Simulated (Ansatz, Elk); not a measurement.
# Bonding as seen by X-rays: BaVSiH

The structure of BaVSiH used here is made up (a known structure type with other elements) and was relaxed beforehand with PBE. The aim is the Fourier transform of its all-electron density, F(hkl), set beside the sum over free spherical atoms that refinements use.

Main program and level: Elk 11.2.3 (patched build); DFT, PBE, all-electron APW+lo, Dirac cores, scalar-relativistic bands, static density, ferromagnetic start.

The structure was built from a prototype and need not be the compound's stable phase.

**1. Set-up**

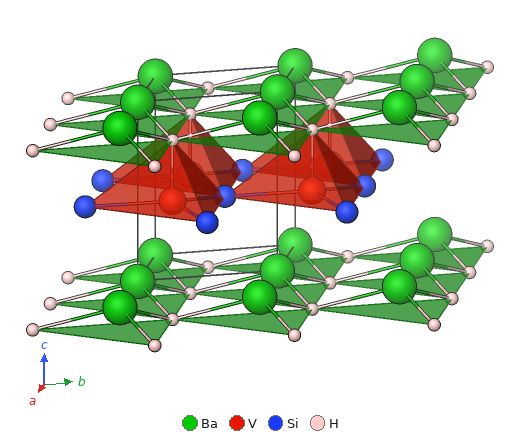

The cell as given, from a free direction (barium green, vanadium red, silicon blue, hydrogen pink). 2×2×1 cells are drawn. Some periodic images of atoms are drawn too.

As a file:

```cif
data_structure
_symmetry_space_group_name_H-M 'P 1'
_symmetry_Int_Tables_number 1
_cell_length_a 4.3511
_cell_length_b 4.3511
_cell_length_c 5.2019
_cell_angle_alpha 90.000
_cell_angle_beta 90.000
_cell_angle_gamma 120.000
_cell_volume 85.29
loop_
_atom_site_label
_atom_site_type_symbol
_atom_site_fract_x
_atom_site_fract_y
_atom_site_fract_z
_atom_site_occupancy
Ba1 Ba 0.00000 0.00000 0.99694 1
V2 V 0.66667 0.33333 0.52303 1
Si3 Si 0.33333 0.66667 0.48159 1
H4 H 0.66667 0.33333 0.86275 1
```

**2. Ground state and structure factors**

An all-electron density is needed, since X-rays see the cores too. Task 0 finds the density and task 195 Fourier-transforms it; tshift is off so that phases refer to the origin typed.

The input, elk.in:

```
tasks
  0
  195
  196

xctype
  20

spinpol
  .true.

rgkmax
  7.0

gmaxvr
  14.0

lmaxo
  7

lmaxapw
  8

swidth
  0.002

tshift
  .false.

ramdisk
  .false.

hmaxvr
  5.5

maxscl
  120

epspot
  1e-06

reducebf
  0.8

sppath
  './'

avec
  8.22245692419 0.00000000000 0.00000000000
  -4.11122846209 7.12085657787 -0.00000000000
  0.00000000000 0.00000000000 9.83022274085

atoms
  4
  'Ba.in'
  1
  -0.0000000000 -0.0000000000 -0.0030614459   0.000000 0.000000 0.000000
  'V.in'
  1
  0.6666666667 0.3333333333 0.5230275493   0.000000 0.000000 -0.065000
  'Si.in'
  1
  0.3333333333 0.6666666667 0.4815850436   0.000000 0.000000 0.000000
  'H.in'
  1
  0.6666666667 0.3333333333 0.8627488530   0.000000 0.000000 0.000000

ngridk
  5 5 4
```

Started as:

```sh
OMP_NUM_THREADS=4 elk
```

Numbers of over 12 decimals in the logs are rounded to 6 here.

Output:

```text
┌─────────────────────────┐
│ Elk code version 11.2.3 │
└─────────────────────────┘

All units are atomic (Hartree, Bohr, etc.)

┌─────────────────────────────────────────────────┐
│ Ground-state run starting from atomic densities │
└─────────────────────────────────────────────────┘

Lattice vectors :
   8.222456924       0.000000000       0.000000000
  -4.111228462       7.120856578      -0.000000000
   0.000000000       0.000000000       9.830222741

Reciprocal lattice vectors :
  0.7641493735      0.4411818465      -0.000000000
   0.000000000      0.8823636930       0.000000000
  -0.000000000       0.000000000      0.6391701870

Unit cell volume      :    575.5687472
Brillouin zone volume :   0.4309653966

Muffin-tin inner radius fraction :   0.1000000000E-01

Nuclei treated as point charges

Species : 1 (Ba)
 parameters loaded from : Ba.in
 name : barium
 nuclear charge    :   -56.00000000
 electronic charge :    56.00000000
 atomic mass :    250331.8071
 muffin-tin radius :    2.800000000
 number of radial points in muffin-tin :   1393
 inner part over the whole radius :   0.9950032293E-02
 number on inner part of muffin-tin    :    996
 approximate nuclear radius :   0.9171481901E-04
 number of mesh points to nuclear radius :    504
 atomic positions (lattice), magnetic fields (Cartesian) :
  1 :   0.00000000  0.00000000  0.99693855    0.00000000  0.00000000  0.00000000

Species : 2 (V)
 parameters loaded from : V.in
 name : vanadium
 nuclear charge    :   -23.00000000
 electronic charge :    23.00000000
 atomic mass :    92860.67382
 muffin-tin radius :    2.077601738
 number of radial points in muffin-tin :    993
 inner part over the whole radius :   0.9881708338E-02
 number on inner part of muffin-tin    :    696
 approximate nuclear radius :   0.6897515165E-04
 number of mesh points to nuclear radius :    330
 atomic positions (lattice), magnetic fields (Cartesian) :
  1 :   0.66666667  0.33333333  0.52302755    0.00000000  0.00000000 -0.06500000

Species : 3 (Si)
 parameters loaded from : Si.in
 name : silicon
 nuclear charge    :   -14.00000000
 electronic charge :    14.00000000
 atomic mass :    51196.73458
 muffin-tin radius :    2.200000000
 number of radial points in muffin-tin :    793
 inner part over the whole radius :   0.9899632250E-02
 number on inner part of muffin-tin    :    553
 approximate nuclear radius :   0.5963282101E-04
 number of mesh points to nuclear radius :    246
 atomic positions (lattice), magnetic fields (Cartesian) :
  1 :   0.33333333  0.66666667  0.48158504    0.00000000  0.00000000  0.00000000

Species : 4 (H)
 parameters loaded from : H.in
 name : hydrogen
 nuclear charge    :   -1.000000000
 electronic charge :    1.000000000
 atomic mass :    1837.362221
 muffin-tin radius :    1.211934347
 number of radial points in muffin-tin :    393
 inner part over the whole radius :   0.9859257067E-02
 number on inner part of muffin-tin    :    257
 approximate nuclear radius :   0.2766748019E-04
 number of mesh points to nuclear radius :     78
 atomic positions (lattice), magnetic fields (Cartesian) :
  1 :   0.66666667  0.33333333  0.86274885    0.00000000  0.00000000  0.00000000

Total number of atoms per unit cell :    4
Total muffin-tin volume :    181.5752220
 ratio of muffin-tin to unit cell volume :   0.3154709543

Spin treatment :
 spin-polarised
 global magnetic field (Cartesian) :    0.000000000       0.000000000       0.000000000
 collinear magnetisation in z-direction

Number of Bravais lattice symmetries :   24
Number of crystal symmetries         :    6
Crystal has no inversion symmetry
Complex Hermitian eigensolver will be used

k-point grid :      5     5     4
k-point offset :    0.000000000       0.000000000       0.000000000
k-point set is reduced with full crystal symmetry group
Total number of k-points :       28

Muffin-tin radius times maximum |G+k| :    7.000000000
 using average radius
Maximum |G+k| for APW functions       :    3.377752351
[...]
┌──────────────────┐
│ Loop number : 47 │
└──────────────────┘

Energies :
 Fermi                       :     0.230693
 sum of occupied eigenvalues :     -5722.3381534753
 electron kinetic            :      9938.8416566177
 core electron kinetic       :      9584.6788636199
 Coulomb                     :     -19053.125552544
 Coulomb potential           :     -15315.814001156
 nuclear-nuclear             :     -857.33714950370
 electron-nuclear            :     -21088.441496846
 Hartree                     :      2892.6530938058
 Madelung                    :     -11395.218551966
 xc potential                :     -345.28520861914
 xc effective B-field        :    -0.80600302173616E-01
 external B-field            :      0.000000
 exchange                    :     -260.40544494368
 correlation                 :     -4.631971
 electron entropic           :    -0.48775695734629E-03
 total energy                :     -9379.3217998039
 (external B-field energy excluded from total)

Density of states at Fermi energy :    33.93115873
 (states/Hartree/unit cell)

Estimated indirect band gap :   0.5136317495E-02
 from k-point 4 to k-point 21
Estimated direct band gap   :   0.1278023112E-01
 at k-point 25

Charges :
 core                        :    56.00000000
 valence                     :    38.00000000
 interstitial                :    6.613345831
 muffin-tins (core leakage)
  species : 1 (Ba)
[...]
species : 2 (V)
[...]
species : 3 (Si)
[...]
species : 4 (H)
   atom 1                    :   0.6502435388     (   0.000000000    )
 total in muffin-tins        :    87.38665417
 total calculated charge     :    93.99826605
 total charge                :    94.00000000
 error                       :   0.1733951628E-02

Moments :
 interstitial                :   0.4129020856
 muffin-tins
  species : 1 (Ba)
[...]
species : 2 (V)
[...]
species : 3 (Si)
[...]
species : 4 (H)
[...]
total in muffin-tins        :    1.587199370
 total moment                :    2.000101455

RMS change in Kohn-Sham potential (target) :   0.8145927488E-06 (  0.1000000000E-05)
Absolute change in total energy (target)   :   0.2574397513E-06 (  0.1000000000E-03)

Convergence targets achieved

┌──────────────────┐
│ Loop number : 48 │
└──────────────────┘

Energies :
 Fermi                       :     0.230693
 sum of occupied eigenvalues :     -5722.3381534340
 electron kinetic            :      9938.8416568249
 core electron kinetic       :      9584.6788636313
 Coulomb                     :     -19053.125552725
 Coulomb potential           :     -15315.814000906
 nuclear-nuclear             :     -857.33714950370
 electron-nuclear            :     -21088.441497468
 Hartree                     :      2892.6530942462
 Madelung                    :     -11395.218552272
 xc potential                :     -345.28520902462
 xc effective B-field        :    -0.80600314956714E-01
 external B-field            :      0.000000
 exchange                    :     -260.40544498099
 correlation                 :     -4.631971
 electron entropic           :    -0.48775699993554E-03
 total energy                :     -9379.3217998145
 (external B-field energy excluded from total)

Density of states at Fermi energy :    33.93116236
 (states/Hartree/unit cell)

Estimated indirect band gap :   0.5136318484E-02
 from k-point 4 to k-point 21
Estimated direct band gap   :   0.1278023076E-01
 at k-point 25

Charges :
 core                        :    56.00000000
 valence                     :    38.00000000
 interstitial                :    6.613345797
 muffin-tins (core leakage)
  species : 1 (Ba)
   atom 1                    :    53.71372103     (  0.5061282714E-05)
  species : 2 (V)
   atom 1                    :    20.80753471     ( -0.2089159690E-06)
  species : 3 (Si)
   atom 1                    :    12.21515493     (  0.1345652247E-02)
  species : 4 (H)
   atom 1                    :   0.6502435380     (   0.000000000    )
 total in muffin-tins        :    87.38665420
 total calculated charge     :    93.99826605
 total charge                :    94.00000000
 error                       :   0.1733951630E-02

Moments :
 interstitial                :   0.4129019836
 muffin-tins
  species : 1 (Ba)
[...]
species : 2 (V)
   atom 1                    :    1.724894061
  species : 3 (Si)
   atom 1                    :  -0.1423218856
  species : 4 (H)
   atom 1                    :  -0.1425840661E-01
 total in muffin-tins        :    1.587199472
 total moment                :    2.000101455

┌──────────────────────────────┐
│ Self-consistent loop stopped │
└──────────────────────────────┘

Warning : core states of species 3 leak from the muffin-tin :   0.1345652247E-02

Wrote STATE.OUT
```

The job ended after 5.7 min (4 threads of Arm Neoverse V1, shared host; peak memory 0.41 GiB).

SFACRHO.OUT:

```text

h k l indices transformed by vhmat matrix:
   1.000000000       0.000000000       0.000000000    
   0.000000000       1.000000000       0.000000000    
   0.000000000       0.000000000       1.000000000    

      h      k      l  multipl.   |H|            Re(F)            Im(F)           |F|

      0      0      0      1   0.0000000       94.000000      0.12114715E-15   94.000000    
      0      0     -1      1  0.63917019       19.121125       3.2906359       19.402208    
      0      0      1      1  0.63917019       19.121125      -3.2906359       19.402208    
      0      1      0      3  0.88236369       33.265926       7.6397029       34.131904    
     -1      1      0      3  0.88236369       33.265926      -7.6397029       34.131904    
     -1      1     -1      3   1.0895431       64.878519       5.9369557       65.149595    
     -1      1      1      3   1.0895431       57.131443       6.1800451       57.464726    
      1     -1      1      3   1.0895431       64.878519      -5.9369557       65.149595    
      1     -1     -1      3   1.0895431       57.131443      -6.1800451       57.464726    
      0      0      2      1   1.2783404       71.022824      0.19338580       71.023087    
      0      0     -2      1   1.2783404       71.022824     -0.19338580       71.023087    
     -2      1      0      6   1.5282987       68.189889     -0.44650874E-08   68.189889    
      1     -1      2      3   1.5532932       25.193554       2.8624735       25.355649    
      1      0     -2      3   1.5532932       25.193554      -2.8624735       25.355649    
     -1      1      2      3   1.5532932       35.705734      -8.0516850       36.602310    
      1     -1     -2      3   1.5532932       35.705734       8.0516850       36.602310    
     -1      2      1      6   1.6565734       17.868074      -2.4128076       18.030244    
     -2      1     -1      6   1.6565734       17.868074       2.4128076       18.030244
```

Elk indexes on the primitive cell of elk.in and gives |H| = 4π sin θ/λ in inverse bohr. Below, one row stands for each form hkl of the conventional cell (m members, Friedel mates merged), F is for one primitive cell and the density is static (no thermal factor). Free-atom factors are Waasmaier and Kirfel's, and R is Σm||F|−|F'||/Σm|F|.

```
hkl   m  sin θ/λ (Å⁻¹)  abs F, DFT  neutral atoms   diff.  abs of complex diff.
001   2          0.096      19.402         19.593  -0.191                 0.244
100   6          0.133      34.132         34.226  -0.094                 0.126
011   6          0.164      65.150         64.928  +0.222                 0.397
101   6          0.164      57.465         57.563  -0.098                 0.153
002   2          0.192      71.023         71.082  -0.059                 0.251
110   6          0.230      68.190         68.320  -0.130                 0.130
012   6          0.234      25.356         25.116  +0.240                 0.240
102   6          0.234      36.602         36.718  -0.116                 0.168
111  12          0.249      18.030         17.726  +0.304                 0.320
200   6          0.265      29.382         29.124  +0.258                 0.294
021   6          0.282      47.935         48.252  -0.317                 0.329
201   6          0.282      53.766         53.929  -0.162                 0.164
003   2          0.288      18.758         18.894  -0.136                 0.139
112  12          0.300      59.905         60.010  -0.105                 0.125
013   6          0.317      55.245         55.256  -0.011                 0.073
103   6          0.317      40.474         40.393  +0.081                 0.086
202   6          0.328      22.468         22.337  +0.131                 0.132
022   6          0.328      32.328         32.287  +0.041                 0.056
210  12          0.351      26.088         26.133  -0.046                 0.076
211  12          0.364      42.942         42.993  -0.051                 0.059
121  12          0.364      47.830         47.818  +0.012                 0.021
113  12          0.369      17.413         17.479  -0.065                 0.066
```

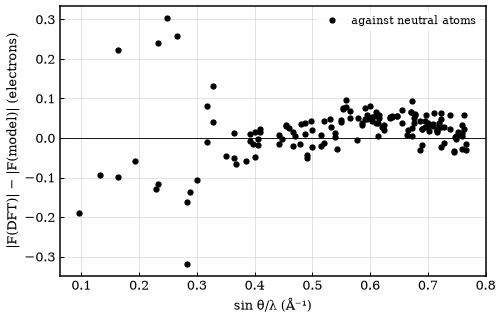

Difference between the calculated structure factors and the independent-atom ones.

**3. The magnetisation density**

The same run holds the spin density, and task 196 transforms it. The order is that of the start, and no other was tried.

SFACMAG_1.OUT:

```text

h k l indices transformed by vhmat matrix:
   1.000000000       0.000000000       0.000000000    
   0.000000000       1.000000000       0.000000000    
   0.000000000       0.000000000       1.000000000    

      h      k      l  multipl.   |H|            Re(F)            Im(F)           |F|

      0      0      0      1   0.0000000       2.0001015      0.14730319E-16   2.0001015    
      0      0     -1      1  0.63917019      -1.6288361      0.20076189       1.6411619    
      0      0      1      1  0.63917019      -1.6288361     -0.20076189       1.6411619    
      0      1      0      3  0.88236369     -0.70455825       1.5674615       1.7185278    
     -1      1      0      3  0.88236369     -0.70455825      -1.5674615       1.7185278    
     -1      1     -1      3   1.0895431      0.73503262       1.1415271       1.3577028    
     -1      1      1      3   1.0895431      0.54364583       1.2860336       1.3962210    
      1     -1      1      3   1.0895431      0.73503262      -1.1415271       1.3577028    
      1     -1     -1      3   1.0895431      0.54364583      -1.2860336       1.3962210    
      0      0      2      1   1.2783404      0.87716622      0.33800807      0.94003725    
      0      0     -2      1   1.2783404      0.87716622     -0.33800807      0.94003725    
     -2      1      0      6   1.5282987      0.80677487     -0.53681602E-09  0.80677487    
      1     -1      2      3   1.5532932     -0.61961334      0.50804673      0.80126910    
      1      0     -2      3   1.5532932     -0.61961334     -0.50804673      0.80126910    
     -1      1      2      3   1.5532932     -0.16572510     -0.77825236      0.79570192    
      1     -1     -2      3   1.5532932     -0.16572510      0.77825236      0.79570192
```

The total moment is 2.00 μB a cell; sphere moments: Ba1 +0.02, V2 +1.72, Si3 -0.14, H4 -0.01 μB. Polarised neutrons measure spin and orbital magnetisation together; without spin-orbit coupling the run gives the spin part:

```
hkl  sin θ/λ (Å⁻¹)  abs F_M (μB)
001          0.096         1.641
100          0.133         1.719
011          0.164         1.358
101          0.164         1.396
002          0.192         0.940
110          0.230         0.807
012          0.234         0.801
102          0.234         0.796
111          0.249         0.787
200          0.265         0.638
021          0.282         0.613
201          0.282         0.631
003          0.288         0.457
112          0.300         0.602
```

**4. The highest occupied states alone**

An energy window below the Fermi level keeps the highest occupied states, to see at which angles they scatter; shallow core shells can lie inside it and anion s states outside. No new self-consistency is needed.

elk.in, as its differences from that of step 2:

```diff
@@ -1,5 +1,3 @@
 tasks
-  0
   195
-  196
 
@@ -44,2 +42,5 @@
 
+wsfac
+  -0.136800 0.530690
+
 sppath
```

Started as:

```sh
OMP_NUM_THREADS=4 elk
```

Output:

```text
┌─────────────────────────────────┐
│ Elk code version 11.2.3 started │
└─────────────────────────────────┘

Info(readinput): the functional depends on the density's gradient
 muffin-tin radial points multiplied by    2.00000
 (not where nrmtscf is given)

┌────────────────────┐
│ Current task : 195 │
└────────────────────┘
Info(checkmt): changed muffin-tin radius of species 2 (V) from   2.4000 to   2.0776
Info(checkmt): changed muffin-tin radius of species 4 (H) from   1.4000 to   1.2119

Info(sfacrho): density structure factors written to SFACRHO.OUT

 Energy window :  -0.1368000000      0.5306900000

┌──────────────────┐
│ Elk code stopped │
└──────────────────┘
```

It took 12 s on 4 threads; peak memory 0.21 GiB; 16 s of CPU time.

States within 10 eV below the Fermi level hold 12.00 electrons; any levels below the window count with the cores. Their amplitudes can exceed the total, where window and core parts have opposite phase:

```csv
hkl,sin θ/λ (Å⁻¹),"abs F, window","abs F, all"
001,0.096,5.143,19.402
100,0.133,2.822,34.132
011,0.164,2.332,65.150
101,0.164,0.909,57.465
002,0.192,2.148,71.023
110,0.230,1.891,68.190
012,0.234,0.971,25.356
102,0.234,0.948,36.602
111,0.249,0.886,18.030
200,0.265,1.416,29.382
```

(Continued in part 2 of 2.)

[Logs are printed without paths, hosts, clocks, repeated set-up lines and the standing remarks that a program may print on its own settings, such as how far it seeks lower states.]

[Hosts, paths, dates, database ids (printed as entryN), source tags and the programs' standing remarks are cut or masked in the printed files.]
